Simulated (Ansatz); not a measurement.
**Run report: CH$_{3}$S$_{2}$ (charge −1), geometry relaxation (part 2 of 2)**

CH$_{3}$S$_{2}$, charge −1; RKS PBE-D4/def2-SVPD (Ansatz 0.2.0). 

Geometry of the input (Å):
```
C  1.9349  0.6856  1.0262
S  -0.4118  0.9639  0.1184
S  -0.9600  -0.2218  -0.8566
H  -0.6497  -0.2530  -2.1804
H  -1.4850  -1.3704  -0.3519
H  1.6145  0.1142  1.8595
```

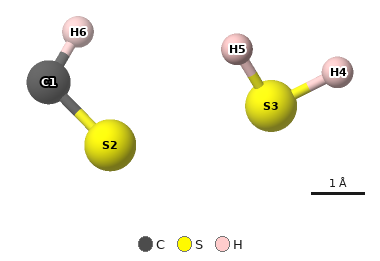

The geometry at step 19 of the log (ball-and-stick view, seen on its broad side; atoms are numbered from 1 in the order of the input).

### Trajectory as extended XYZ, continued
```
6
Properties=species:S:1:pos:R:3:forces:R:3 step=7 energy=-22736.57610
C     1.8074    0.9183    1.1490    0.9949  -0.1779   0.4491
S     0.2760    1.3166    0.7146   -0.6708   0.5204   0.0532
S    -1.2417   -0.2080   -1.0583   -0.0919  -1.6709  -1.1437
H    -0.9613   -0.7200   -2.3907   -0.3057   0.4869   0.6422
H    -1.5917   -1.5505   -0.7947    0.0811   0.8256   0.0645
H     1.7543    0.1622    1.9954   -0.0077   0.0159  -0.0652
6
Properties=species:S:1:pos:R:3:forces:R:3 step=8 energy=-22736.76572
C     1.8854    1.0217    1.2936   -0.0527  -0.2406   0.2884
S     0.3352    1.4021    0.7629    0.1299   0.0720   0.1987
S    -1.2273   -0.2895   -1.1429   -0.0149  -1.0619  -0.8053
H    -1.0849   -0.7596   -2.4997   -0.2689   0.2431   0.6509
H    -1.6482   -1.5787   -0.8050    0.1880   0.6784  -0.0894
H     1.7828    0.1227    2.0063    0.0185   0.3089  -0.2433
6
Properties=species:S:1:pos:R:3:forces:R:3 step=9 energy=-22736.86297
C     1.9267    1.0868    1.4045   -0.1481  -0.1932   0.2689
S     0.3739    1.3434    0.8008    0.0884   0.0954   0.0107
S    -1.2224   -0.3043   -1.2668    0.0029  -0.6702  -0.4859
H    -1.2482   -0.8302   -2.5902   -0.1632   0.2039   0.4475
H    -1.6375   -1.5418   -0.8140    0.1350   0.3938  -0.0682
H     1.8504    0.1647    2.0810    0.0851   0.1703  -0.1730
6
Properties=species:S:1:pos:R:3:forces:R:3 step=10 energy=-22736.94680
C     1.9276    1.1439    1.5487   -0.1573  -0.1133   0.1217
S     0.4459    1.3551    0.7710    0.0523   0.0423  -0.0112
S    -1.1775   -0.3343   -1.3556    0.0598  -0.1935  -0.2549
H    -1.4390   -0.8676   -2.6348   -0.1084   0.0584   0.1870
H    -1.5659   -1.5249   -0.8089    0.0713   0.1339   0.0193
H     1.8519    0.1465    2.0949    0.0822   0.0722  -0.0619
6
Properties=species:S:1:pos:R:3:forces:R:3 step=11 energy=-22737.01751
C     1.8592    1.1555    1.6500   -0.2306  -0.0723   0.0222
S     0.4728    1.3300    0.7007    0.1309   0.0493   0.0241
S    -1.0955   -0.3088   -1.4425   -0.0590  -0.1828  -0.2723
H    -1.6180   -0.9175   -2.6168    0.0119   0.0886   0.2490
H    -1.3979   -1.4390   -0.7429    0.0679   0.1038   0.0088
H     1.8223    0.0985    2.0668    0.0789   0.0133  -0.0318
6
Properties=species:S:1:pos:R:3:forces:R:3 step=12 energy=-22737.06696
C     1.7702    1.1183    1.7371   -0.1262  -0.1066   0.0483
S     0.4513    1.4402    0.7345    0.0947  -0.0907  -0.0108
S    -0.9995   -0.3032   -1.5479   -0.2016  -0.3417   0.0775
H    -1.6861   -1.0292   -2.5607    0.1086   0.0913   0.1570
H    -1.2965   -1.2966   -0.6482    0.1239   0.3166  -0.1797
H     1.8035   -0.0109    1.9005    0.0006   0.1311  -0.0922
6
Properties=species:S:1:pos:R:3:forces:R:3 step=13 energy=-22737.08971
C     1.6124    1.0738    1.8493    0.0081  -0.3397  -0.1645
S     0.4895    1.4026    0.6368   -0.1847   0.2631  -0.0338
S    -0.9951   -0.2609   -1.5685    0.1224   0.0416  -0.0667
H    -1.6966   -1.0807   -2.4776   -0.0896  -0.0428   0.0350
H    -1.1612   -1.1687   -0.5752    0.0323  -0.0067   0.0113
H     1.7940   -0.0476    1.7504    0.1116   0.0845   0.2186
6
Properties=species:S:1:pos:R:3:forces:R:3 step=14 energy=-22737.02133 accepted=F
C     1.7092    1.0353    1.6948   -1.0372  -0.8551  -0.4460
S     0.3303    1.4522    0.7355    0.7946   0.0219   0.3843
S    -0.8895   -0.2549   -1.6210   -0.4068  -0.3882   0.0740
H    -1.7105   -1.1248   -2.3926    0.3070   0.1993   0.1034
H    -1.0312   -1.0498   -0.5227    0.0181   0.1676  -0.1379
H     1.6348   -0.1393    1.7213    0.3243   0.8546   0.0222
6
Properties=species:S:1:pos:R:3:forces:R:3 step=15 energy=-22737.10666
C     1.6482    1.0485    1.7999   -0.2750  -0.1039  -0.2271
S     0.4331    1.4580    0.6862    0.2061  -0.0296   0.1674
S    -0.9602   -0.2671   -1.5917   -0.0038   0.0185   0.0219
H    -1.6932   -1.1084   -2.4566    0.0074  -0.0279   0.0222
H    -1.1385   -1.1272   -0.5569    0.0221   0.0414  -0.0103
H     1.7536   -0.0852    1.7343    0.0431   0.1016   0.0260
6
Properties=species:S:1:pos:R:3:forces:R:3 step=16 energy=-22737.11695
C     1.6048    1.0123    1.7886   -0.0910  -0.0410  -0.0508
S     0.4185    1.4596    0.6728    0.0590   0.0367   0.0396
S    -0.9635   -0.2373   -1.6009    0.0293  -0.0076   0.0804
H    -1.6751   -1.1448   -2.4133   -0.0285  -0.0357  -0.0207
H    -1.0744   -1.0574   -0.5252    0.0200   0.0363  -0.0353
H     1.7326   -0.1137    1.6932    0.0113   0.0113  -0.0131
6
Properties=species:S:1:pos:R:3:forces:R:3 step=17 energy=-22737.12401
C     1.5603    0.9770    1.7903   -0.0160   0.0067  -0.0012
S     0.4285    1.5036    0.6579   -0.0030   0.0198  -0.0026
S    -0.9498   -0.2276   -1.5833    0.0271   0.0594   0.0160
H    -1.6643   -1.1522   -2.3773   -0.0162  -0.0521   0.0037
H    -1.0218   -1.0427   -0.5023    0.0122   0.0044  -0.0012
H     1.6901   -0.1395    1.6299   -0.0041  -0.0382  -0.0147
6
Properties=species:S:1:pos:R:3:forces:R:3 step=18 energy=-22737.12475
C     1.5544    0.9720    1.7912   -0.0044   0.0095   0.0120
S     0.4282    1.5102    0.6595   -0.0142   0.0232  -0.0161
S    -0.9479   -0.2255   -1.5849    0.0396   0.0930   0.0129
H    -1.6607   -1.1567   -2.3679   -0.0356  -0.0703  -0.0366
H    -1.0147   -1.0384   -0.5040    0.0192  -0.0101   0.0444
H     1.6837   -0.1429    1.6212   -0.0045  -0.0453  -0.0166
6
Properties=species:S:1:pos:R:3:forces:R:3 step=19 energy=-22737.13769
C     1.4599    0.8804    1.7744   -0.1207  -0.0048  -0.1875
S     0.4220    1.5946    0.6409    0.1662  -0.1237   0.1672
S    -0.9323   -0.1803   -1.5713   -0.0754  -0.1966   0.1063
H    -1.6187   -1.2148   -2.2649    0.0865   0.0940   0.0679
H    -0.8648   -0.9432   -0.4428    0.0196   0.1109  -0.1425
H     1.5767   -0.2181    1.4790   -0.0763   0.1201  -0.0113
6
Properties=species:S:1:pos:R:3:forces:R:3 step=20 energy=-22737.14927
C     1.3701    0.7932    1.7379   -0.2842   0.2368  -0.3910
S     0.4154    1.6677    0.6241    0.3611  -0.3282   0.3887
S    -0.9100   -0.1424   -1.5379   -0.1216  -0.3445   0.1687
H    -1.5635   -1.2473   -2.1564    0.1431   0.1765   0.0819
H    -0.7180   -0.8747   -0.3956    0.0121   0.1688  -0.2178
H     1.4489   -0.2778    1.3431   -0.1106   0.0906  -0.0305
6
Properties=species:S:1:pos:R:3:forces:R:3 step=21 energy=-22737.18545
C     1.3245    0.7396    1.6849   -0.1048  -0.0961  -0.3222
S     0.4549    1.7353    0.6285    0.0940  -0.1269   0.1744
S    -0.9588   -0.1051   -1.4703   -0.0189  -0.4440   0.1100
H    -1.4765   -1.2776   -2.0935    0.1004   0.2713   0.1514
H    -0.5919   -0.8497   -0.3724    0.0271   0.2034  -0.2082
H     1.2907   -0.3238    1.2380   -0.0978   0.1923   0.0947
6
Properties=species:S:1:pos:R:3:forces:R:3 step=22 energy=-22737.21919
C     1.3497    0.7074    1.5858   -0.3538  -0.4401  -0.3509
S     0.4173    1.7601    0.6505    0.1981  -0.0264   0.0970
S    -0.9310   -0.0912   -1.4372   -0.1458  -0.3024   0.1133
H    -1.4525   -1.2753   -2.0111    0.1728   0.1858   0.1026
H    -0.4472   -0.8112   -0.3645    0.0290   0.1423  -0.1182
H     1.1068   -0.3711    1.1916    0.0997   0.4408   0.1563
6
Properties=species:S:1:pos:R:3:forces:R:3 step=23 energy=-22737.28382
C     1.2665    0.6252    1.5245   -0.4247  -0.1007  -0.5022
S     0.4491    1.8067    0.6241    0.2996  -0.3294   0.3308
S    -0.9792   -0.0601   -1.3460   -0.0181  -0.4203   0.0010
H    -1.3552   -1.2931   -1.9180    0.0854   0.2388   0.1469
H    -0.2909   -0.7420   -0.3433    0.0133   0.2069  -0.0873
H     0.9528   -0.4180    1.0739    0.0446   0.4047   0.1107
6
Properties=species:S:1:pos:R:3:forces:R:3 step=24 energy=-22737.33511
C     1.1994    0.5404    1.4559   -0.3676   0.2727  -0.3901
S     0.4762    1.8468    0.6514    0.3301  -0.5545   0.3583
S    -0.9828   -0.0567   -1.3106   -0.0517  -0.4618  -0.1030
H    -1.3012   -1.3323   -1.8072    0.1281   0.3281   0.1844
H    -0.1544   -0.6323   -0.3219   -0.0977   0.1521  -0.0825
H     0.8058   -0.4472    0.9476    0.0588   0.2634   0.0329
6
Properties=species:S:1:pos:R:3:forces:R:3 step=25 energy=-22737.36203
C     1.2015    0.4930    1.4675   -0.1470   0.1171  -0.1670
S     0.5619    1.8701    0.7546    0.0747   0.0285   0.0949
S    -1.0574   -0.1046   -1.4025    0.2797   0.0674   0.3454
H    -1.2382   -1.4160   -1.7356   -0.0850  -0.2173  -0.1184
H    -0.1918   -0.5085   -0.3512   -0.0926   0.1461  -0.0909
H     0.7670   -0.4154    0.8825   -0.0297  -0.1418  -0.0641
6
Properties=species:S:1:pos:R:3:forces:R:3 step=26 energy=-22737.35170 accepted=F
C     1.1277    0.4198    1.3745    0.0743   0.3358   0.0903
S     0.5766    1.8755    0.7602    0.0717  -0.1235   0.1053
S    -1.0144   -0.0959   -1.3412   -0.1630   0.2462  -0.1870
H    -1.1446   -1.4164   -1.6457   -0.0648  -0.2613  -0.0822
H    -0.1627   -0.4354   -0.2548    0.0021  -0.0138  -0.0536
H     0.6603   -0.4290    0.7223    0.0798  -0.1834   0.1272
6
Properties=species:S:1:pos:R:3:forces:R:3 step=27 energy=-22737.37773
C     1.1689    0.4644    1.4253   -0.0723   0.1540  -0.0725
S     0.5759    1.8890    0.7725    0.0598  -0.1065   0.0691
S    -1.0328   -0.1080   -1.3719    0.0345   0.0299   0.0343
H    -1.2157   -1.4247   -1.7082   -0.0024  -0.0509  -0.0007
H    -0.1624   -0.4840   -0.3105   -0.0473   0.0464  -0.0436
H     0.7091   -0.4180    0.8081    0.0277  -0.0729   0.0134
6
Properties=species:S:1:pos:R:3:forces:R:3 step=28 energy=-22737.37851
C     1.1655    0.4668    1.4270    0.0320   0.0525   0.0454
S     0.5786    1.8919    0.7795   -0.0061  -0.0626  -0.0122
S    -1.0332   -0.1096   -1.3826   -0.0749   0.0254  -0.0934
H    -1.2184   -1.4324   -1.7029    0.0022   0.0011   0.0032
H    -0.1756   -0.4703   -0.3240    0.0789   0.0004   0.1006
H     0.7261   -0.4277    0.8183   -0.0320  -0.0169  -0.0437
6
Properties=species:S:1:pos:R:3:forces:R:3 step=29 energy=-22737.37883
C     1.1597    0.4537    1.4201   -0.0304  -0.0445  -0.0409
S     0.5734    1.8770    0.7718    0.0140   0.0330   0.0197
S    -1.0388   -0.1045   -1.3899    0.0197  -0.0194   0.0236
H    -1.1975   -1.4383   -1.6756   -0.0117   0.0044  -0.0146
H    -0.1704   -0.4259   -0.3149   -0.0081  -0.0250  -0.0114
H     0.7166   -0.4433    0.8038    0.0164   0.0517   0.0236
6
Properties=species:S:1:pos:R:3:forces:R:3 step=30 energy=-22737.37977
C     1.1628    0.4588    1.4237   -0.0159  -0.0033  -0.0204
S     0.5829    1.8890    0.7835    0.0042  -0.0099   0.0057
S    -1.0382   -0.1109   -1.3877    0.0037  -0.0057   0.0026
H    -1.2069   -1.4393   -1.6903   -0.0006   0.0042   0.0013
H    -0.1715   -0.4499   -0.3159   -0.0013   0.0051  -0.0020
H     0.7139   -0.4291    0.8020    0.0100   0.0096   0.0129
```

### Summary

```json
{"quantity": "outcome", "value": "converged"}
{"quantity": "total energy", "value": "−22737.3798 eV"}
{"quantity": "mean-field energy", "value": "−22737.2500 eV"}
{"quantity": "dispersion energy", "value": "−0.1299 eV"}
{"quantity": "SCF solution under orbital rotations", "value": "stable"}
{"quantity": "largest force (length of the vector) at the end", "value": "0.026 eV/Å"}
{"quantity": "hardware", "value": "2 threads of Arm Neoverse V2, 95 GiB of memory available, shared host"}
{"quantity": "wall time", "value": "40 s (CPU time 76 s)"}
{"quantity": "peak memory", "value": "0.17 GiB"}
```
